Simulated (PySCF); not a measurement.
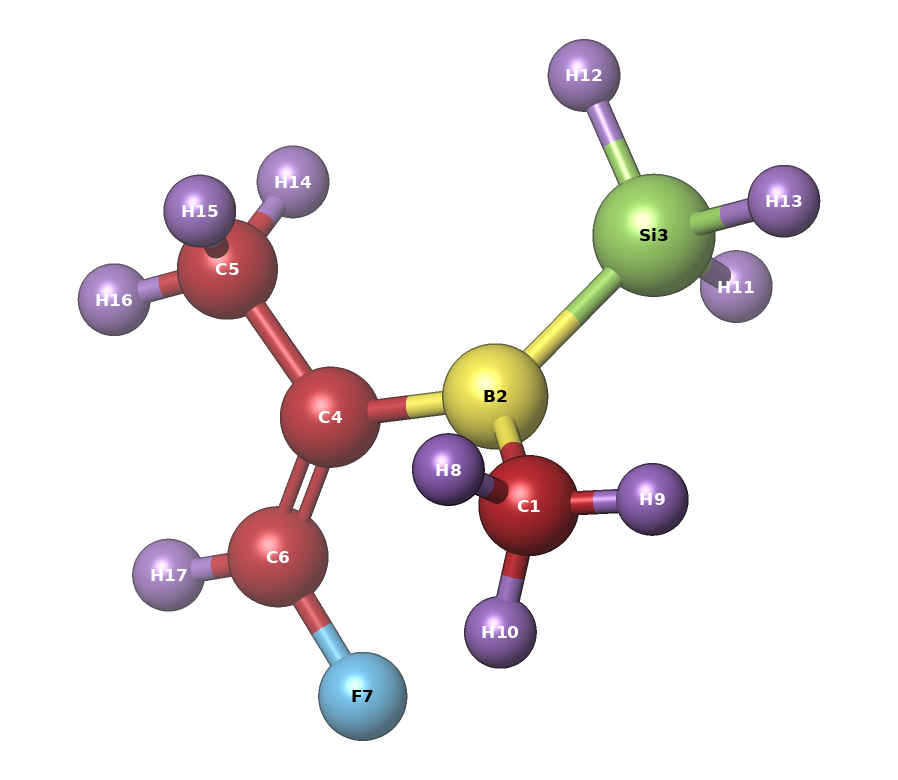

Depth is shown by fading: the farther an atom, the more it takes the colour of the background. The computed structure is the end point of a GFN2-xTB optimisation. No frequency run is at hand to confirm it as a minimum.

Q: Find the stereocentres and stereogenic double bonds.

A: Double bonds: C4=C6.

Q: Assign CIP descriptors.

A: C4=C6: E.

Q: Give a SMILES with the stereochemistry.

A: CB([SiH3])/C(C)=C\F
